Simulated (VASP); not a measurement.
Band structure of ZnS (relaxed from the zinc blende structure, space group F-43m). Level of theory: r2SCAN meta-GGA, VASP's PBE PAW potentials (set 64) (plane waves; VASP 6.6.1).

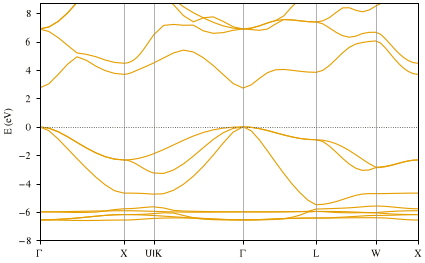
Figure: Bands along high-symmetry lines, zero at the valence-band maximum or, without a gap, the Fermi level

Problem. Read the plot: is there a gap, and where are the band edges?

Solution. The gap is direct, 2.73 eV, from the valence maximum at Γ to the conduction minimum at Γ.

The structure was generated: ZnS was put into the zinc blende type (F-43m), which need not be its known phase. It was relaxed first, which changed the volume by +8 %.
